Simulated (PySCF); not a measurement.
**MgIn (charge +1): density, localisation and related maps**

```xyz
2

Mg    0.0000    0.0000   -2.7367
In    0.0000    0.0000    0.5713
```

Core potentials replace the inner electrons of In.

The calculation used PBE0/cc-pVDZ(-PP), non-relativistic Hamiltonian with scalar-relativistic core potentials where named, at a bond length of 3.308 Å (PySCF 2.14.0).

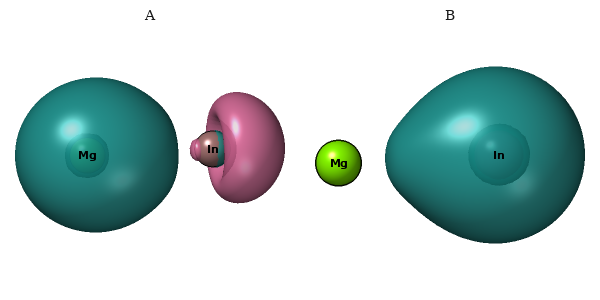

Figure 1. Two frontier orbitals, each drawn at the value that holds 80 % of its norm (teal and pink are the two phases), in no order; of a degenerate pair one member is drawn.

Q: Label each orbital by symmetry, say whether it is occupied, and order them by energy.

A: Orbital B: σ, occupied, −14.56 eV; mainly on In (90 %).
Orbital A: σ, occupied, −10.20 eV; mainly on Mg (75 %).

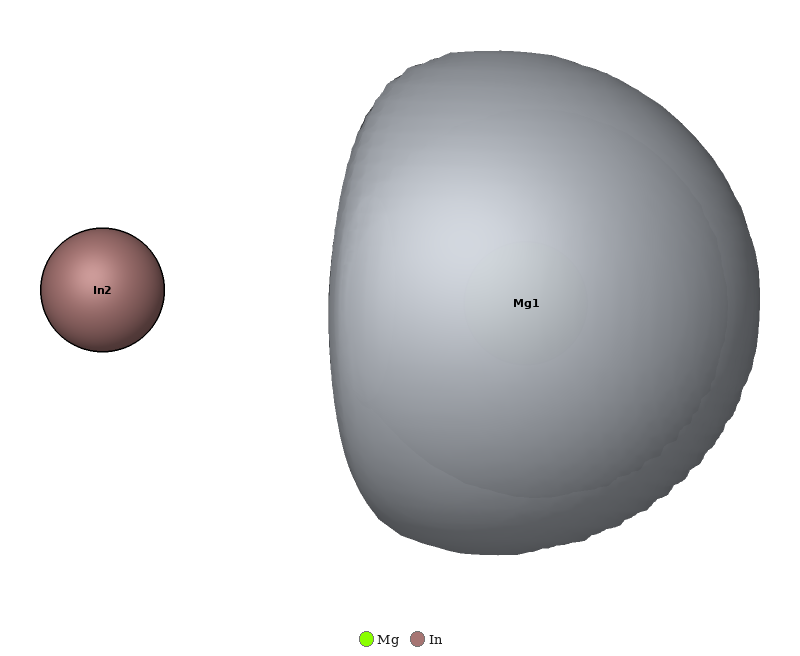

Figure 2. Isosurface of the electron localisation function at 0.9 (grey), seen from one side. Only the valence region is drawn (cores and ρ < 0.01 e/Å³ removed).

Q: What do the ELF domains correspond to?

A: The ELF exceeds this value in one region wrapped around Mg (its valence shell).


Mg–In (3.31 Å): the ELF peaks at about 0.85 in the valence shell of In, 1.9 Å from its nucleus, and drops to about 0.20 between the two atoms.

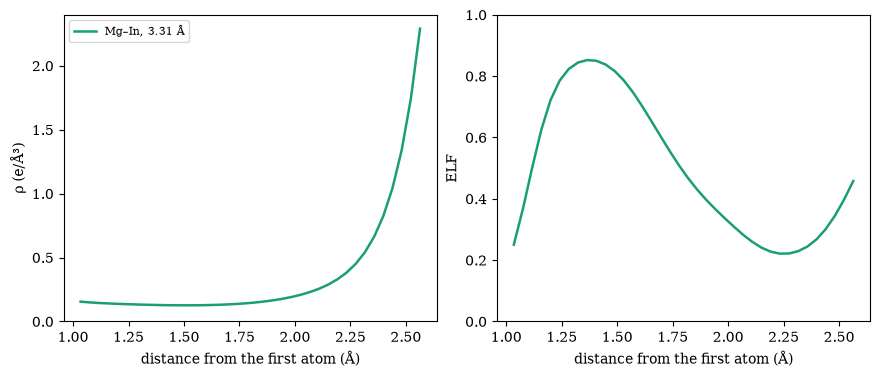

Figure 3. Electron density and electron localisation function along straight lines between neighbouring atoms. The curves leave out the atomic cores.

Q: What can be read from the curves?

A: Mg–In (3.31 Å): the density is about 0.13 e/Å³ at the midpoint; the ELF peaks at about 0.85 in the valence shell of In, 1.9 Å from its nucleus, and drops to about 0.20 between the two atoms.
